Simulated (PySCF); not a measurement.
# doublet CH5BClN+ at 6 levels

Wanted: a comparison of 6 runs (U-r2SCAN/def2-SVP, U-revPBE/def2-SVP, U-wB97M-V/def2-SVP, U-wB97X/def2-SVP, UM06-L/def2-SVP, UPBE0/def2-SVP) of doublet CH5BClN+. Input form: a Python script.

Program for the calculation: PySCF 2.14.0.

2 further runs of the same task are left out: 2 set aside as unsound or not needed.

## (1) Starting point

CH5BClN+: 9 atoms, total charge +1, spin state doublet. As SMILES of the parent species, `CNBCl`. Geometry: relaxed at PBE0-D4/def2-TZVP. This is one conformer, not always the lowest. That shape belongs to the parent species and isn't relaxed for this state.

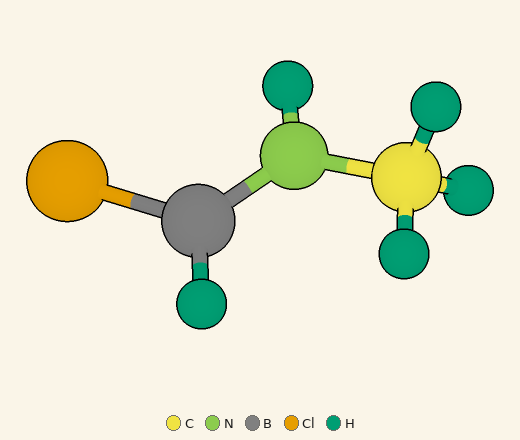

The structure, seen from a chosen angle (carbon yellow, nitrogen green, boron grey, chlorine amber, hydrogen teal).

## (2) A single-point energy at U-r2SCAN/def2-SVP (run 1)

The input, input.py:

```python
from pyscf import gto, dft

molecule = gto.M(
    atom='''
C        0.510100       0.482100      -0.973400
N       -0.407900      -0.226000      -0.111700
B       -0.261100      -0.415200       1.248200
Cl      -1.495300      -1.314500       2.144800
H        0.907000      -0.170400      -1.756500
H        0.027900       1.338900      -1.452800
H        1.346700       0.849900      -0.380000
H       -1.220500      -0.605500      -0.573900
H        0.681600       0.014200       1.838200
''',
    verbose=3,
    basis='def2-svp',
    charge=1,
    max_memory=1860,
    spin=1,
)

mf = dft.UKS(molecule, xc='r2scan')
mf.conv_tol = 1e-10
mf.grids.level = 5
mf.kernel()
if not mf.converged:
    mf = mf.newton().run(mf.mo_coeff, mf.mo_occ)

e_tot = mf.e_tot
print('Final energy', e_tot)
```

The run is started by

```bash
$ OMP_NUM_THREADS=1 python input.py
```

The program printed:

```text
converged SCF energy = -580.300170109081  <S^2> = 0.76061548  2S+1 = 2.0105875
Final energy -580.3001701090813
```

It took 42 s on 1 thread of Intel Xeon 6975P-C (Granite Rapids), shared host; peak memory 0.5 GiB.

## (3) A single-point energy at U-revPBE/def2-SVP (run 2)

The input, mol.xyz:

```xyz
9
CH5BClN
C      0.510100     0.482100    -0.973400
N     -0.407900    -0.226000    -0.111700
B     -0.261100    -0.415200     1.248200
Cl    -1.495300    -1.314500     2.144800
H      0.907000    -0.170400    -1.756500
H      0.027900     1.338900    -1.452800
H      1.346700     0.849900    -0.380000
H     -1.220500    -0.605500    -0.573900
H      0.681600     0.014200     1.838200
```

The input, input.py:

```python
from pyscf import gto, dft

molecule = gto.M(
    atom='mol.xyz',
    max_memory=1860,
    basis='def2-svp',
    verbose=4,
    spin=1,
    charge=1,
)

mf = dft.UKS(molecule)
mf.xc = 'revpbe'
mf.conv_tol = 1e-10
mf.grids.level = 5
mf.kernel()
if not mf.converged:
    mf = mf.newton().run(mf.mo_coeff, mf.mo_occ)

etot = mf.e_tot
print('E = %.10f Eh' % etot)
```

The run is started by

```bash
$ OMP_NUM_THREADS=1 python input.py
```

The program printed:

```text
PySCF version 2.14.0

[... 71 lines left out ...]
WARN: beta  nocc = 19  HOMO -0.472362298445942 >= LUMO -0.472096261420049
[... 1 line left out ...]
WARN: HOMO -0.472362298445942 >= LUMO -0.472096261420049
[... 42 lines left out ...]
converged SCF energy = -580.287485208679  <S^2> = 0.75501361  2S+1 = 2.0050073
E = -580.2874852087 Eh
```

Run time: 20 s. Hardware: 1 thread of Intel Xeon 6975P-C (Granite Rapids), shared host; peak memory 0.45 GiB.

Runs 3 to 4 aren't shown in full; the table further down has their settings and results.

## (4) The energy at UM06-L/def2-SVP (run 5)

The input, job.py:

```python
from pyscf import gto, dft

system = gto.M(
    atom='''
C    0.510100   0.482100  -0.973400
N   -0.407900  -0.226000  -0.111700
B   -0.261100  -0.415200   1.248200
Cl  -1.495300  -1.314500   2.144800
H    0.907000  -0.170400  -1.756500
H    0.027900   1.338900  -1.452800
H    1.346700   0.849900  -0.380000
H   -1.220500  -0.605500  -0.573900
H    0.681600   0.014200   1.838200
''',
    spin=1,
    basis='def2-svp',
    verbose=3,
    max_memory=1860,
    charge=1,
)

ks = dft.UKS(system, xc='m06-l')
ks.conv_tol = 1e-10
ks.grids.level = 5
ks.kernel()
if not ks.converged:
    ks = ks.newton().run(ks.mo_coeff, ks.mo_occ)

etot = ks.e_tot
print('E(%s) = %.9f' % ('M06-L', etot))
```

The run is started by

```bash
$ OMP_NUM_THREADS=1 python job.py
```

The program printed:

```text
WARN: HOMO -0.315508527825087 >= LUMO -0.315508527825086

converged SCF energy = -580.393045668812  <S^2> = 0.75725762  2S+1 = 2.0072445
E(M06-L) = -580.393045669
```

It took 42 s on 1 thread of Intel Xeon 6975P-C (Granite Rapids), shared host; peak memory 0.5 GiB.

## (5) The energy at UPBE0/def2-SVP (run 6)

The input, run.py:

```python
from pyscf import gto, dft

molecule = gto.M(
    atom='''
C    0.510100   0.482100  -0.973400
N   -0.407900  -0.226000  -0.111700
B   -0.261100  -0.415200   1.248200
Cl  -1.495300  -1.314500   2.144800
H    0.907000  -0.170400  -1.756500
H    0.027900   1.338900  -1.452800
H    1.346700   0.849900  -0.380000
H   -1.220500  -0.605500  -0.573900
H    0.681600   0.014200   1.838200
''',
    max_memory=1860,
    verbose=4,
    charge=1,
    basis='def2-svp',
    spin=1,
)

myscf = dft.UKS(molecule, xc='pbe0')
myscf.grids.level = 5
myscf.conv_tol = 1e-10
myscf.kernel()
if not myscf.converged:
    myscf = myscf.newton().run(myscf.mo_coeff, myscf.mo_occ)

e_final = myscf.e_tot
print('E(%s) = %.9f' % ('PBE0', e_final))
```

The run is started by

```bash
$ OMP_NUM_THREADS=1 python run.py
```

The program printed:

```text
PySCF version 2.14.0

[... 114 lines left out ...]
converged SCF energy = -580.101912807912  <S^2> = 0.7628157  2S+1 = 2.0127749
E(PBE0) = -580.101912808
```

Run time: 22 s. Hardware: 1 thread of Intel Xeon 6975P-C (Granite Rapids), shared host; peak memory 0.45 GiB.

## (6) Overview of the runs

```csv
run,level,nlc grid,energy (Eh),HOMO energy (eV),LUMO energy (eV),⟨S²⟩,wall time
1,U-r2SCAN/def2-SVP,–,-580.300170,-13.46,-12.80,0.761,42 s
2,U-revPBE/def2-SVP,–,-580.287485,-13.14,-12.85,0.755,20 s
3,U-wB97M-V/def2-SVP,1,-580.308831,-16.69,-10.16,0.762,1.8 min
4,U-wB97X/def2-SVP,–,-580.362898,-16.84,-10.11,0.763,29 s
5,UM06-L/def2-SVP,–,-580.393046,-13.39,-12.98,0.757,42 s
6,UPBE0/def2-SVP,–,-580.101913,-14.55,-12.11,0.763,22 s
```

## (7) Summary of results

| quantity | value |
| --- | --- |
| run 6: total energy | -580.10191 Eh |
| run 6: HOMO energy (highest over α and β) | -14.55 eV |
| run 6: LUMO energy (lowest over α and β) | -12.11 eV |
| run 6: ⟨S²⟩ | 0.763 |

Totals of different functionals can't be ranked against each other. All runs together took 4.3 min, the longest 1.8 min.
